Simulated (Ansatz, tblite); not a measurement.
# SnHMe2(nBu) (C6H16Sn): spin states and exact exchange

Aim: set other spin states of SnHMe2(nBu) (C6H16Sn) against its singlet, on many levels of theory.

The runs use Ansatz 0.2.0, Gaussian basis; as each input shows.

The runs, in order: triplet, at the geometry of the singlet (GFN1-xTB, GFN2-xTB, PBE0-D4/def2-TZVP, PBE-D4/def2-TZVP, r2SCAN-D4/def2-TZVP); the singlet's energies come from earlier runs.

5 further runs of the same task are left out: 2 that didn't finish, 3 set aside as unsound or not needed.

## 1. The geometry

The singlet was relaxed beforehand with r2SCAN-D4/def2-SVP.

23 atoms, charge 0, spin multiplicity 1.

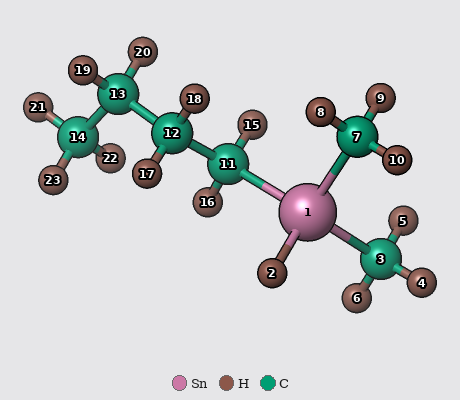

The structure; tin pink, hydrogen brown, carbon teal; atoms are numbered from 1 in the order of the file.

Sn takes a core potential in the def2 sets. No spin-orbit coupling is included.

## 2. Triplet at the fixed geometry, GFN1-xTB

Tight binding, by tblite at 300 K electronic temperature and without a spin-polarisation term:

```python
tblite.interface.Calculator('GFN1-xTB', numbers, positions, charge=0, uhf=2).singlepoint()
```

Energy -641.3437 eV; 0.054 s.

## 3. Triplet at the fixed geometry, GFN2-xTB

Tight binding, by tblite at 300 K electronic temperature and without a spin-polarisation term:

```python
tblite.interface.Calculator('GFN2-xTB', numbers, positions, charge=0, uhf=2).singlepoint()
```

Energy -621.4736 eV; 0.035 s.

## 4. Triplet at the fixed geometry, PBE0-D4/def2-TZVP

Contents of in.yaml:

```yaml
crystal:
  periodic: [false, false, false]
  atoms:
    - {symbol: Sn, position_ang: [1.103612, 1.431107, 0.416219]}
    - {symbol: H, position_ang: [1.285803, 1.408484, 2.134822]}
    - {symbol: C, position_ang: [3.043813, 1.636770, -0.515315]}
    - {symbol: H, position_ang: [3.519714, 2.578937, -0.205267]}
    - {symbol: H, position_ang: [2.936950, 1.640490, -1.610495]}
    - {symbol: H, position_ang: [3.699219, 0.801176, -0.228250]}
    - {symbol: C, position_ang: [-0.147758, 3.103293, -0.146001]}
    - {symbol: H, position_ang: [-1.144691, 3.011358, 0.310011]}
    - {symbol: H, position_ang: [-0.262476, 3.134336, -1.240131]}
    - {symbol: H, position_ang: [0.303164, 4.049894, 0.187081]}
    - {symbol: C, position_ang: [0.150111, -0.413527, -0.223233]}
    - {symbol: C, position_ang: [-1.196826, -0.667409, 0.455714]}
    - {symbol: C, position_ang: [-1.942262, -1.906563, -0.056987]}
    - {symbol: C, position_ang: [-1.208471, -3.222457, 0.179430]}
    - {symbol: H, position_ang: [0.027477, -0.353042, -1.320367]}
    - {symbol: H, position_ang: [0.859304, -1.236711, -0.031551]}
    - {symbol: H, position_ang: [-1.049754, -0.765713, 1.548601]}
    - {symbol: H, position_ang: [-1.853578, 0.212131, 0.322056]}
    - {symbol: H, position_ang: [-2.932897, -1.948582, 0.430989]}
    - {symbol: H, position_ang: [-2.142458, -1.782832, -1.137964]}
    - {symbol: H, position_ang: [-1.810190, -4.082399, -0.154277]}
    - {symbol: H, position_ang: [-0.251760, -3.261657, -0.365494]}
    - {symbol: H, position_ang: [-0.986047, -3.367083, 1.250417]}
basis:
  gaussian: {orbitals: def2-TZVP}
magnetization: {spin_polarized: true, initial_magnetization: 2}
hamiltonian: {xc: pbe0, dispersion: d4}
scf: {omitted_lower_state_checks: [starts]}
output: {orbitals: {seedname: orbitals}}
```

The run is started by

```bash
> ansatz run in.yaml --threads 4 --pin off --events-out ev --progress --plain --max-ram 4787MiB
```

Output:

```text
Functional definition: PBE0
  name "PBE0"
  cite "Adamo & Barone, J. Chem. Phys. 110, 6158 (1999) doi:10.1063/1.478522"
  cite "Perdew, Burke & Ernzerhof, Phys. Rev. Lett. 77, 3865 (1996) doi:10.1103/PhysRevLett.77.3865"
  parent pbe
  parameter a = 0.25
  parameter kappa = 0.804
  parameter beta = 0.06672455060314922
  exchange = (1 - a)*pbe_x(kappa = kappa, mu = beta*pi^2/3) + a*exact_x
  correlation = pbe_c(beta = beta)
these checks for a lower state are left out or cut short: starts
2245 factors; their error is unknown
mean field evaluation 1: about -12277.2028 eV, gradient 7.2e1 eV
mean field evaluation 2: about -12236.6250 eV, gradient 1.1e2 eV
mean field evaluation 4: about -12299.7850 eV, gradient 2.1e1 eV
mean field evaluation 8: about -12302.7295 eV, gradient 1.4e0 eV
mean field evaluation 16: about -12302.8456 eV, gradient 3.8e-2 eV
mean field evaluation 32: about -12302.8456 eV, gradient 5.5e-5 eV
mean field -12302.84557686 eV, -452.1212357813 hartree, gradient 5.8e-6 eV, S^2 2.004121; 0 other end points of the search recorded, 0 dependent functions left out
reference -12302.84563569 eV, -452.1212379434 hartree; 38, 36 occupied and 294, 296 virtual orbitals, 2245 factors
Total energy: -12303.27705388 eV, -452.1370922694 hartree
Checks for a lower state left out: starts
```

Run time: 78 s. Hardware: 4 threads of Intel Xeon at 2.50GHz, shared host; peak memory 1.6 GiB.

From the report: HOMO -1.28 eV, LUMO -5.52 eV (over both spins; with the spin held, an empty level of the minority spin lies below the top filled one); ⟨S²⟩ 2.004 (pure: 2.00).

## 5. Triplet at the fixed geometry, PBE-D4/def2-TZVP

start.molden holds the orbitals of an earlier run on this state, given as this run's starting guess.

in.yaml, as its differences from that of step 4:

```diff
@@ -27,5 +27,5 @@
 basis:
-  gaussian: {orbitals: def2-TZVP}
+  gaussian: {orbitals: def2-TZVP, initial_orbitals: start.molden}
 magnetization: {spin_polarized: true, initial_magnetization: 2}
-hamiltonian: {xc: pbe0, dispersion: d4}
+hamiltonian: {xc: pbe, dispersion: d4}
 scf: {omitted_lower_state_checks: [starts]}
```

Same command.

Output:

```text
Functional definition: PBE
  name "PBE"
  cite "Perdew, Burke & Ernzerhof, Phys. Rev. Lett. 77, 3865 (1996) doi:10.1103/PhysRevLett.77.3865"
  parent pbe
  parameter kappa = 0.804
  parameter beta = 0.06672455060314922
  exchange = pbe_x(kappa = kappa, mu = beta*pi^2/3)
  correlation = pbe_c(beta = beta)
these checks for a lower state are left out or cut short: starts
2172 factors; their error is unknown
mean field evaluation 1: about -12301.4039 eV, gradient 7.4e0 eV
mean field evaluation 2: about -12301.5947 eV, gradient 3.4e-1 eV
mean field evaluation 4: about -12301.5356 eV, gradient 1.3e-1 eV
mean field evaluation 8: about -12301.5361 eV, gradient 1.9e-4 eV
mean field -12301.53613008 eV, -452.0731144996 hartree, gradient 1.7e-5 eV, S^2 2.002555; 0 other end points of the search recorded, 0 dependent functions left out
reference -12301.53620655 eV, -452.0731173101 hartree; 38, 36 occupied and 294, 296 virtual orbitals, 2172 factors
Total energy: -12302.03909788 eV, -452.0915982253 hartree
Checks for a lower state left out: starts
```

Run time: 21 s. Hardware: 4 threads of Intel Xeon at 2.50GHz, shared host; peak memory 0.71 GiB.

HOMO -0.79 eV, LUMO -6.45 eV (over both spins; with the spin held, an empty level of the minority spin lies below the top filled one); ⟨S²⟩ 2.003 (pure: 2.00).

## 6. Triplet at the fixed geometry, r2SCAN-D4/def2-TZVP

in.yaml, as its differences from that of step 5:

```diff
@@ -29,3 +29,3 @@
 magnetization: {spin_polarized: true, initial_magnetization: 2}
-hamiltonian: {xc: pbe, dispersion: d4}
+hamiltonian: {xc: r2scan, dispersion: d4}
 scf: {omitted_lower_state_checks: [starts]}
```

The command is unchanged.

Output:

```text
Functional definition: r2SCAN
  name "r2SCAN"
  cite "Furness, Kaplan, Ning, Perdew & Sun, J. Phys. Chem. Lett. 11, 8208 (2020) doi:10.1021/acs.jpclett.0c02405"
  cite "Furness, Kaplan, Ning, Perdew & Sun, J. Phys. Chem. Lett. 11, 9248 (2020) doi:10.1021/acs.jpclett.0c03077"
  parent r2scan
  parameter k0 = 0.174
  parameter k1 = 0.065
  parameter a1 = 4.9479
  exchange = r2scan_x(k0 = k0, k1 = k1, a1 = a1)
  correlation = r2scan_c
these checks for a lower state are left out or cut short: starts
2172 factors; their error is unknown
mean field evaluation 1: about -12308.9864 eV, gradient 4.6e0 eV
mean field evaluation 2: about -12309.0641 eV, gradient 9.8e-2 eV
mean field evaluation 4: about -12309.0040 eV, gradient 1.1e-2 eV
mean field evaluation 8: about -12309.0040 eV, gradient 2.0e-5 eV
mean field -12309.00396219 eV, -452.3475522681 hartree, gradient 1.2e-5 eV, S^2 2.005718; 0 other end points of the search recorded, 0 dependent functions left out
reference -12309.00398937 eV, -452.3475532667 hartree; 38, 36 occupied and 294, 296 virtual orbitals, 2172 factors
Total energy: -12309.14226075 eV, -452.3526346463 hartree
Checks for a lower state left out: starts
```

It took 40 s on 4 threads of Intel Xeon at 2.50GHz, shared host; peak memory 0.82 GiB.

Report: HOMO -0.77 eV, LUMO -6.08 eV (over both spins; with the spin held, an empty level of the minority spin lies below the top filled one); ⟨S²⟩ 2.006 (pure: 2.00).

## 7. Triplet less singlet, vertical

The singlet's energies are those of its earlier runs, whose logs aren't repeated here.

```csv
level,"triplet less singlet, vertical (kJ/mol)",time
GFN1-xTB,+558.5,0.088 s
GFN2-xTB,+537.9,0.065 s
PBE-D4/def2-TZVP,+572.4,30 s
r2SCAN-D4/def2-TZVP,+592.0,56 s
PBE0-D4/def2-TZVP,+608.9,1.7 min
```

Times add the two runs; a level without a time comes out of a correlated run. Tight binding without a spin term can't rank spin states.

## 8. What came out

| quantity | value |
| --- | --- |
| triplet less singlet, vertical, functionals in def2-TZVP | +572.4 (PBE-D4) to +608.9 kJ/mol (PBE0-D4) |

What this shows: All functionals put the triplet above the singlet, over a spread of 36.5 kJ/mol. The checks for a lower triplet were left out, so another state of that spin may lie lower. These are electronic energies, without zero-point motion, entropy or surroundings.
